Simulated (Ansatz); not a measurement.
**Lattice dynamics of VH2 (Fm-3m)**

The cell of VH2 (Fm-3m) is at rest. What are its phonons? After the zone centre comes a 4×4×4 q mesh on a 20×20×20 k mesh.

Program: Ansatz 0.2.0. Level of theory: DFT PBEsol, scalar-relativistic, plane waves, PAW; PAW set soft_1. Results are calculated unless marked as measured.

## 1. Starting point

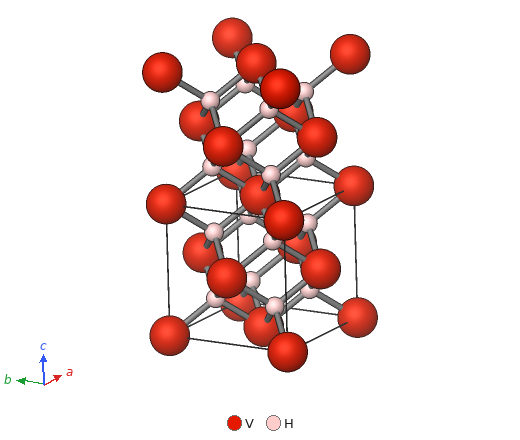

The cell as given, from a free direction (vanadium red, hydrogen pink). 1×1×2 cells are drawn. This picture shows the conventional cell, with its axes. Some periodic images of atoms are drawn too.

## 2. Modes at Γ

The cell comes from relaxations at this level that are not shown. The zone centre comes first: it holds the modes that light can see, as far as symmetry allows. No field response is asked, since the mesh shows no gap.

input.yaml reads:

```yaml
crystal:
  lattice:
    - [0.0, 2.0820471831, 2.0820471831]
    - [2.0820471831, 0.0, 2.0820471831]
    - [2.0820471831, 2.0820471831, 0.0]
  atoms:
    - { symbol: V, position: [0.0, 0.0, 0.0] }
    - { symbol: H, position: [0.25, 0.25, 0.25] }
    - { symbol: H, position: [0.75, 0.75, 0.75] }
kpoints:
  mp_grid: { grid: [20, 20, 20] }
hamiltonian:
  xc: pbesol
  pseudopotentials: { kind: paw, azcp: { folder: soft_1 }, xc_functional: pbe }
scf:
  occupations: { method: methfessel_paxton, width: 0.2 }
output:
  eigenvalues: true
phonons:
  method: dfpt
```

The run is started by

```sh
$ ansatz run input.yaml --threads 4 --pin off --max-ram 10240MiB --backend cpu --events-out ev --progress --plain --runs-dir out
```

Numbers of over 12 decimals in the logs are rounded to 6 here.

Log:

```text
zone centre: on kpoints.mp_grid the ground state, and the responses unless they are solved on pairs of k-points, stand on 641 of the mesh's 8000 k-points, reduced under 8 symmetry operations, with k and −k counted as one. Each operation leaves every solved displacement unchanged or reverses it
Engine: ansatz 0.2.0, aarch64-unknown-linux-gnu
Pseudopotentials: kind: paw
Pseudopotential: V, paw, valence charge 13, recommended cutoff 420 eV (normal), soft_1/V.paw.azcp
Pseudopotential: H, paw, valence charge 1, recommended cutoff 420 eV (normal), soft_1/H.paw.azcp
Functional definition: PBEsol
  exchange = pbesol_x
  correlation = pbesol_c
Crystal: 3 atoms, lattice volume = 18.051 Å³
Basis set: ecut = 420 eV, 339 PW (Γ), exchange–correlation on 40×40×40 points (8 copies of the dense FFT grid, shifted against one another)
Bands: 12, of which v1, the nominal top of the filled ones, is band 8 counted from 1 (7 counted from 0)
Symmetry: 48 space group operations
k-points: 641 of 8000 (irreducible under 8 space group operations, time reversal used)
Non-local potential: V, projectors of the file, l = 0: 3, l = 1: 2, l = 2: 3, l = 3: 1
Non-local potential: H, projectors of the file, l = 0: 2, l = 1: 1
PAW form: soft (Blöchl's): semilocal exchange-correlation on the pseudo side does not see the compensation charge
PAW frozen core: V, regenerated for the run's functional, and the local potential with it (the file was generated under x = pbe(κ = 0.804, μ = 0.219515), c = pbe(β = 0.066725))
PAW one-centre angular grid: V, 590 points (default); XC on 64 Gauss nodes
PAW one-centre angular grid: H, 110 points (default); XC on 64 Gauss nodes
Initial density: superposition of atomic densities (chi_scale 0.1, normalization cell, long waves kept (reshape's long-wave potential 0.00 eV rms))
Initial wavefunctions: pseudopotential atomic-orbital guess
Functional: x = pbesol(κ = 0.804, μ = 0.123457), c = pbesol(β = 0.046)
SCF iter   1: F=—  HF=-2918.093960 eV  |F-HF|=—  |Δ(HF+E_count)|=         —  Δρ=1.14e-1  dr2=2.10e0  ethr=3.10e-3  ⟨swp⟩=4.0  Hψ=37011  notcnv=0
preconditioner: auto → none  [metal: Δε(μ)=0.033 eV  Ē_g=9.054 eV  σ=0.200 eV  W_gap=0.14  n_scr=8 (ndim 8)  ℏωp=23.1 eV  f_vac=0.000  D(μ)=1.16/eV (n_scr^D=14)  sad-step TF]
SCF iter   2: F=—  HF=-2917.482848 eV  |F-HF|=—  |Δ(HF+E_count)|=   6.11e-1  S|Δr|=    0.00e0  Δρ=3.90e-2  dr2=1.97e-1  ethr=3.10e-3  ⟨swp⟩=2.4  Hψ=19948  notcnv=0  defer=60
SCF iter   3: F=—  HF=-2917.442264 eV  |F-HF|=—  |Δ(HF+E_count)|=   4.06e-2  S|Δr|=    0.00e0  Δρ=1.21e-2  dr2=2.07e-2  ethr=1.31e-3  ⟨swp⟩=2.2  Hψ=13662  notcnv=0  defer=60
SCF iter   4: F=—  HF=-2917.446550 eV  |F-HF|=—  |Δ(HF+E_count)|=   4.29e-3  S|Δr|=    0.00e0  Δρ=1.66e-3  dr2=2.75e-4  ethr=1.38e-4  ⟨swp⟩=2.1  Hψ=14573  notcnv=0  defer=50
SCF iter   5: F=—  HF=-2917.447058 eV  |F-HF|=—  |Δ(HF+E_count)|=   5.08e-4  S|Δr|=    0.00e0  Δρ=2.04e-4  dr2=7.22e-6  ethr=1.84e-6  ⟨swp⟩=2.0  Hψ=11052  notcnv=0  defer=48
SCF iter   6: F=—  HF=-2917.447055 eV  |F-HF|=—  |Δ(HF+E_count)|=   2.62e-6  S|Δr|=    0.00e0  Δρ=1.40e-5  dr2=3.58e-8  ethr=4.81e-8  ⟨swp⟩=2.4  Hψ=10830  notcnv=0  defer=48
SCF iter   7: F=—  HF=-2917.447056 eV  |F-HF|=—  |Δ(HF+E_count)|=   3.25e-7  S|Δr|=    0.00e0  Δρ=5.64e-7  dr2=3.25e-11  ethr=2.39e-10  ⟨swp⟩=2.5  Hψ=11248  notcnv=0  defer=48
SCF iter   8: F=-2917.447056 eV  HF=-2917.447056 eV  |F-HF|=4.55e-13  |Δ(HF+E_count)|=  1.18e-11  S|Δr|=    0.00e0  Δρ=4.32e-8  dr2=7.45e-14  ethr=1.00e-12  ⟨swp⟩=5.3  Hψ=28185  notcnv=0
SCF 1 converged in 8 iterations: F = -2917.447056 eV  dr2 = 7.45e-14
  greatest PAW one-centre occupation: 1.000 electrons in one spin orbital (limit 2), on the V atom at site 0 (counted from 0), in its partial waves of l = 0
DFPT response loops at Γ: preconditioner auto → Kerker (q_TF=auto, 2.645 Å⁻¹) (partly filled bands, converged f_vac=0.000); β = 1.00, the filter's whole step (`scf.mixing.beta` (0.50) is not read by the response loops under this deck's `scf.mixing.preconditioner`; to damp them name `kerker` or `kerker_dos`, under which they read `scf.mixing.beta`, and type it under 1.00, their step now; both keys bind the ground state too); Broyden in place of MSR1
SCF converged after 8 iterations
Stability not checked: this state was not tested for a lower state beside it, because cold or Methfessel-Paxton smearing, or corrected tetrahedra, fill the levels in a way that the test cannot read (fill_not_monotonic; see scf.lower_state_search)
Free energy (F): -2917.447056 eV
Harris-Foulkes:  -2917.447056 eV  (|F-HF|=4.55e-13)
Internal energy: -2917.448422 eV  (E = F + TS)
E sigma→0 (E₀):  -2917.447397 eV
Entropy (-TS):   0.001366 eV (0.455 meV/atom)
Fermi energy:    14.179574 eV
--- Per-component energies (eV) ---
  E_band       = -176.193857
  E_kinetic    = 326.542893
  E_local      = -1123.725149  (includes V_loc(G=0)·N_el)
  E_nonlocal   = 85.160603
  E_hartree    = 461.019762
  E_xc         = -133.619464
  E_vxc        = -170.473396  (∫ρ·V_xc dr)
  E_paw        = -1101.530485  (= ΣΔE_a)
  E_vpaw       = -215.737163  (= ΣTr[D̂ρ^β])
  E_aug_tail   = -0.001174  (compensation charges beyond the density's cutoff)
  E_ewald      = -1431.445085
  E_core_change = 0.149679  (= ΣΔE_core)
  E_smearing   = 0.001366  (= −TS)
  E_closure    = -0.000000  (closes the sum)
  Σ components = -2917.447056   (vs F -2917.447056, Δ=0.00e0)
--- Band table (eV; the first three rows and the last of 641) ---
  k-point 0: bands = [... 4 lower, 2.3994, 13.1329, 13.1329, 13.1329, 15.0007, 15.0007, 15.5286, 30.5670]
  k-point 1: bands = [... 4 lower, 2.4698, 12.7682, 13.1609, 13.1609, 14.9840, 14.9840, 15.9358, 29.6650]
  k-point 2: bands = [... 4 lower, 2.6776, 12.0429, 13.2379, 13.2379, 14.9426, 14.9426, 16.7780, 28.2941]
  k-point 640: bands = [... 4 lower, 7.9341, 7.9341, 11.3031, 14.5358, 15.9487, 17.9112, 17.9112, 20.9193]
--- Phonons (Γ-DFPT): 2 representative perturbations + reference, on 641 of 8000 k-points (Σ response iterations 7) ---
  k mesh reduced under 8 symmetry operations, with k and −k counted as one. Each operation leaves every solved displacement unchanged or reverses it
  ASR residual: 6.332e-6 → 0.000e0 eV/Å²; symmetrization residual: 3.347e-7 eV/Å²
  ASR residual per site (eV/Å²): 6.33e-6 3.11e-6 3.11e-6
  Γ frequencies (cm⁻¹): 0.00 0.00 0.00 1205.46 1205.46 1205.46 1382.49 1382.49 1382.49
  non-analytic LO–TO correction: not included (Born effective charges unavailable; polar crystals: no LO–TO splitting at Γ)
```

Wall time 12 s (4 threads of Arm Neoverse V1, shared host); peak memory 0.7 GiB; 42 s of CPU time.

This run has no spin polarisation, although V can carry a moment.

Numbers from this step:

- volume per atom: 6.017 Å³
- gap on the k-mesh: 0 eV
- sum-rule residual before enforcement: 6.33e-6 eV/Å²
- point group: m-3m
- highest optical mode at the zone centre (no LO-TO term): 1382 cm⁻¹
- lowest optical zone-centre mode: 1205 cm⁻¹

Patterns of degenerate modes are one choice out of their space. The modes at Γ (shares of kinetic energy by element, %):

| mode | frequency (cm⁻¹) | symmetry | V % | H % |
| --- | --- | --- | --- | --- |
| 1 | 0.0 | acoustic | 96 | 4 |
| 2 | 0.0 | acoustic | 96 | 4 |
| 3 | 0.0 | acoustic | 96 | 4 |
| 4 | 1205.5 | T1u | 4 | 96 |
| 5 | 1205.5 | T1u | 4 | 96 |
| 6 | 1205.5 | T1u | 4 | 96 |
| 7 | 1382.5 | T2g | 0 | 100 |
| 8 | 1382.5 | T2g | 0 | 100 |
| 9 | 1382.5 | T2g | 0 | 100 |

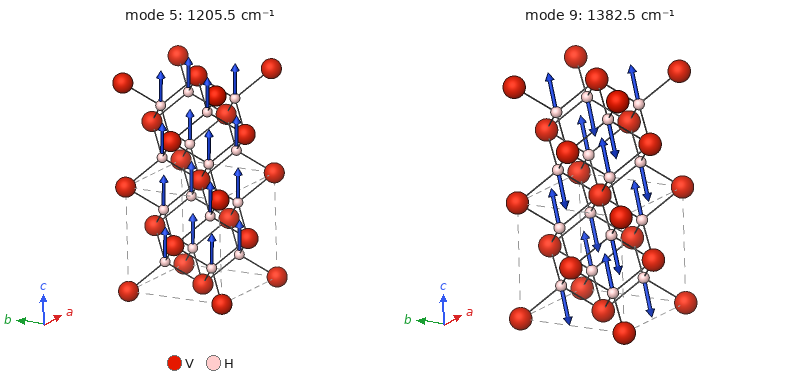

Displacement patterns of modes 5 and 9 at Γ; arrows are exaggerated. 1×1×2 conventional cells are drawn. Some periodic images of atoms are drawn too.

Before it was imposed, the acoustic sum rule was missed by 6.3e-6 eV/Å². Small misses are needed for a sound result but don't prove that mesh and cutoff are converged. The lowest optical mode is real, 1205 cm⁻¹.

## 3. Response at finite wavevector

Stability and thermal properties need the whole zone. Linear response on a 4×4×4 q mesh gives force constants as far as a supercell of that size would.

input.yaml, as its differences from that of step 2:

```diff
@@ -20 +20,8 @@
   method: dfpt
+  qmesh: [4, 4, 4]
+  temperatures: { t_max: 1000, t_step: 50 }
+  qpath:
+    path:
+      - [[0.0, 0.0, 0.0], [0.5, 0.0, 0.5], [0.625, 0.25, 0.625]]
+      - [[0.375, 0.375, 0.75], [0.0, 0.0, 0.0], [0.5, 0.5, 0.5], [0.5, 0.25, 0.75], [0.5, 0.0, 0.5]]
+    npoints: 10
```

Log:

```text
[...]
Crystal: 3 atoms, lattice volume = 18.051 Å³
Basis set: ecut = 420 eV, 339 PW (Γ), exchange–correlation on 40×40×40 points (8 copies of the dense FFT grid, shifted against one another)
Bands: 12, of which v1, the nominal top of the filled ones, is band 8 counted from 1 (7 counted from 0)
Symmetry: 48 space group operations
k-points: 256 of 8000
[...]
SCF iter   1: F=—  HF=-2918.093963 eV  |F-HF|=—  |Δ(HF+E_count)|=         —  Δρ=1.14e-1  dr2=2.10e0  ethr=3.10e-3  ⟨swp⟩=4.0  Hψ=14778  notcnv=0
[...]
SCF iter   8: F=-2917.447056 eV  HF=-2917.447056 eV  |F-HF|=1.82e-12  |Δ(HF+E_count)|=  1.41e-11  S|Δr|=    0.00e0  Δρ=4.28e-8  dr2=7.27e-14  ethr=1.00e-12  ⟨swp⟩=5.3  Hψ=11315  notcnv=0
SCF 1 converged in 8 iterations: F = -2917.447056 eV  dr2 = 7.27e-14
[...]
phonons: the bands overlap, so this run is a metal and interpolates without the dipole-dipole term. If the crystal is really an insulator or semiconductor, its LO-TO splitting is missing
NSCF: frozen V_eff on 256 k-points
[...]
DFPT response loops at q = (0, 0, 0) (fractional): preconditioner auto → Kerker (q_TF=auto, 2.645 Å⁻¹) (partly filled bands, converged f_vac=0.000); β = 1.00, the filter's whole step (`scf.mixing.beta` (0.50) is not read by the response loops under this deck's `scf.mixing.preconditioner`; to damp them name `kerker` or `kerker_dos`, under which they read `scf.mixing.beta`, and type it under 1.00, their step now; both keys bind the ground state too); Broyden in place of MSR1
[...]
SCF converged after 8 iterations
[...]
Free energy (F): -2917.447056 eV
[...]
Internal energy: -2917.448422 eV  (E = F + TS)
E sigma→0 (E₀):  -2917.447397 eV
Entropy (-TS):   0.001366 eV (0.455 meV/atom)
Fermi energy:    14.179574 eV
[...]
--- Band table (eV; the first three rows and the last of 256) ---
  k-point 0: bands = [... 4 lower, 2.3994, 13.1329, 13.1329, 13.1329, 15.0007, 15.0007, 15.5286, 30.5670]
  k-point 1: bands = [... 4 lower, 2.4698, 12.7682, 13.1609, 13.1609, 14.9840, 14.9840, 15.9358, 29.6650]
  k-point 2: bands = [... 4 lower, 2.6776, 12.0429, 13.2379, 13.2379, 14.9426, 14.9426, 16.7780, 28.2941]
  k-point 255: bands = [... 4 lower, 7.9341, 7.9341, 11.3031, 14.5358, 15.9487, 17.9112, 17.9112, 20.9193]
--- Phonons (Γ-DFPT): 2 representative perturbations + reference (Σ response iterations 7) ---
  ASR residual: 1.810e-5 → 0.000e0 eV/Å²; symmetrization residual: 3.290e-9 eV/Å²
  ASR residual per site (eV/Å²): 1.81e-5 3.70e-6 3.70e-6
  Γ frequencies (cm⁻¹): 0.00 0.00 0.00 1205.46 1205.46 1205.46 1382.49 1382.49 1382.49
--- Phonons (arbitrary-q DFPT): 8 irreducible q on the 4×4×4 mesh ---
  q = [0.0000, 0.0000, 0.0000] (star 1, of the zone-centre solve; hermiticity 6.35e-10, symmetrization 2.66e-13): -0.00 -0.00 0.00 1205.46 1205.46 1205.46 1382.49 1382.49 1382.49
  q = [0.0000, 0.0000, 0.2500] (star 8, 2 solved perturbations on 4200 of 8000 k-point pairs; hermiticity 3.30e-8, symmetrization 1.47e-8): 134.25 134.25 226.90 1237.32 1237.32 1290.18 1386.00 1401.43 1401.43
[...]
q = [0.0000, 0.2500, 0.2500] (star 6, 4 solved perturbations in 6840 linear systems a pass and spin channel, the states on 2210 of 8000 k-point pairs; hermiticity 1.85e-7, symmetrization 9.26e-8): 159.81 159.81 249.12 1242.01 1242.01 1322.21 1361.55 1418.69 1418.69
[...]
sum rule: each row above includes the acoustic sum rule's correction from the zone centre's row sums; it moved no ω² by more than (1.00 cm⁻¹)²
  mesh force constants: q→R imaginary residual 2.22e-18; ASR residual 1.810e-5 → 0.000e0 eV/Å²; symmetrization residual 8.882e-15 eV/Å²
  interpolated dispersion: 62 rows × 9 modes
  density of states and harmonic sums: on the 28×28×28 q-mesh, interpolated from the force constants of a 4×4×4 supercell (no non-analytic term)
  largest difference from the sums on the solved wave vectors: F 1.05e-2 eV, S 1.45e-5 and C_V 4.03e-6 eV/K
  zero-point energy: 0.540130 eV/cell   skipped modes (ω ≤ 0): 3   left out of the sums: 1.52e-5 of the cell's modes: C_V's classical limit lies that fraction below 3 k_B per atom; for a crystal, a wire or a layer, F and S can be off by more, and a phonons.interpolated_qmesh denser along its periods is the remedy for the sampling
```

The job ended after 6.9 min (4 threads; peak memory 4.5 GiB; 26 min of CPU time).

Numbers from this step:

```yaml
sum_rule_residual_before_enforcement: 1.81e-5 eV/Å²
lowest_frequency_on_the_path: 0 cm⁻¹
highest_frequency_on_the_path_or_at_a_solved_wavevector: 1460 cm⁻¹
mean_frequency: 968.1 cm⁻¹
debye_temperature_second_moment: 2053 K
logarithmic_mean_frequency: 725.2 cm⁻¹
lowest_mode_on_the_q_mesh_acoustic_modes_at_gamma_apart: 134.2 cm⁻¹
zero_point_energy_per_atom: 180.0 meV
heat_capacity_at_300_k: 8.695 J/(mol atoms K)
vibrational_entropy_at_300_k: 8.77 J/(mol atoms K)
edges_of_the_widest_gap_between_branches_on_path_and_mesh: 301, 1206 cm⁻¹
```

Frequencies (cm⁻¹) solved at each irreducible wavevector; negative means imaginary. Frequencies by wavevector, by row:

| q in reciprocal lattice units | star | mode 1 | mode 2 | mode 3 | mode 4 | mode 5 | mode 6 | mode 7 | mode 8 | mode 9 |
| --- | --- | --- | --- | --- | --- | --- | --- | --- | --- | --- |
| 0 0 0 | 1 | 0 | 0 | 0 | 1206 | 1206 | 1206 | 1382 | 1382 | 1382 |
| 0 0 0.25 | 8 | 134.2 | 134.2 | 226.9 | 1237 | 1237 | 1290 | 1386 | 1401 | 1401 |
| 0 0 -0.5 | 4 | 196.3 | 196.3 | 262.3 | 1268 | 1268 | 1353 | 1360 | 1388 | 1388 |
| 0 0.25 0.25 | 6 | 159.8 | 159.8 | 249.1 | 1242 | 1242 | 1322 | 1362 | 1419 | 1419 |
| 0 0.25 -0.5 | 24 | 215.1 | 222.9 | 274.5 | 1269 | 1300 | 1306 | 1393 | 1402 | 1424 |
| 0 0.25 -0.25 | 12 | 190.2 | 202.2 | 269.6 | 1245 | 1316 | 1334 | 1371 | 1386 | 1414 |
| 0 -0.5 -0.5 | 3 | 230.2 | 230.2 | 301 | 1236 | 1319 | 1319 | 1395 | 1395 | 1447 |
| 0.25 -0.5 -0.25 | 6 | 216.5 | 264.5 | 264.5 | 1273 | 1282 | 1357 | 1357 | 1404 | 1460 |

Interpolated from a 4×4×4 q mesh. Phonon branches along the path, in cm⁻¹:

| point | branch 1 | branch 2 | branch 3 | branch 4 | branch 5 | branch 6 | branch 7 | branch 8 | branch 9 |
| --- | --- | --- | --- | --- | --- | --- | --- | --- | --- |
| Γ | 0 | 0 | 0 | 1206 | 1206 | 1206 | 1382 | 1382 | 1382 |
| X | 230 | 230 | 301 | 1236 | 1319 | 1319 | 1395 | 1395 | 1447 |
| U | 226 | 246 | 273 | 1255 | 1304 | 1337 | 1374 | 1401 | 1450 |
| jump to K | 226 | 246 | 273 | 1255 | 1304 | 1337 | 1374 | 1401 | 1450 |
| Γ | 0 | 0 | 0 | 1206 | 1206 | 1206 | 1382 | 1382 | 1382 |
| L | 196 | 196 | 262 | 1268 | 1268 | 1353 | 1360 | 1388 | 1388 |
| W | 216 | 264 | 264 | 1273 | 1282 | 1357 | 1357 | 1404 | 1460 |
| X | 230 | 230 | 301 | 1236 | 1319 | 1319 | 1395 | 1395 | 1447 |

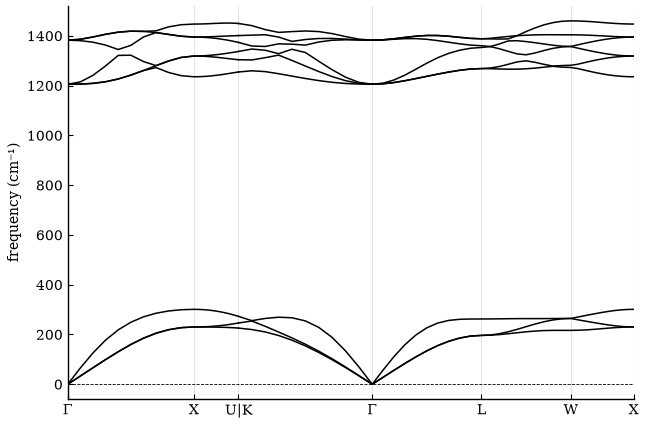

Phonon branches along the path.

(Continued in part 2 of 2.)

[Logs are printed without paths, hosts, clocks, repeated set-up lines and the standing remarks that a program may print on its own settings, such as how far it seeks lower states.]

[Hosts, paths, dates, database ids (printed as entryN), source tags and the programs' standing remarks are cut or masked in the printed files.]
